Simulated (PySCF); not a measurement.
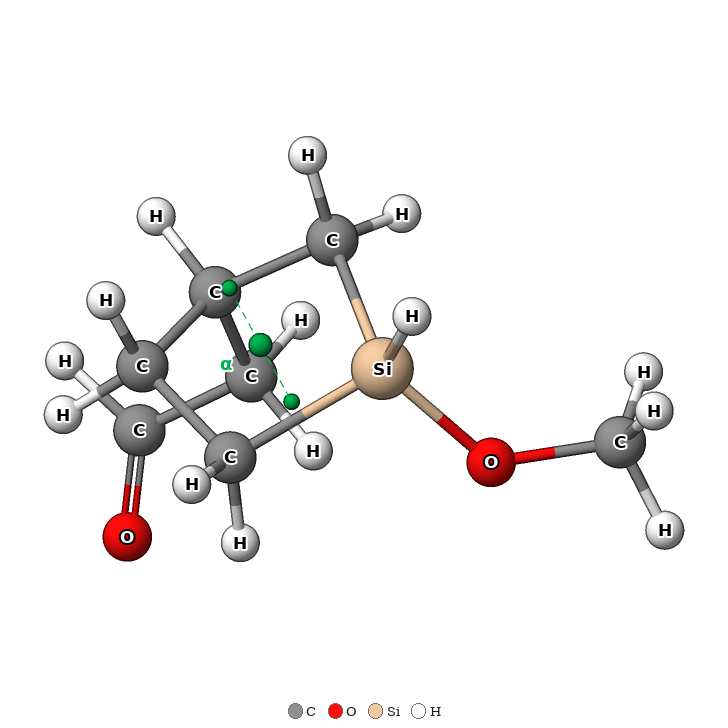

The small points mark where nucleus-independent chemical shifts (NICS) were computed: at the centre of each lettered ring and 1 Å above and below it. Computed geometry: GFN2-xTB optimisation. No frequency run is at hand to confirm it as a minimum. Method: GIAO PBE0/pcSseg-1 NMR shielding, non-relativistic, gas phase (PySCF 2.14.0).

Give NICS(0), NICS(1) and the out-of-plane component NICS(1)zz for each ring (means of the two sides).

```
ring  members  NICS(0)  NICS(1)  NICS(1)zz
   α     C4Si     −5.0     −4.1       −4.5
```

Values in ppm.

What do the values say about the ring currents?

Answer. Ring α: weak, as in a non-aromatic ring. NICS is one index among several.

The geometry is semi-empirical. Around Si such bond lengths and angles can be off by a tenth of an ångström or more and by several degrees, and values that hang on the shape move with them.
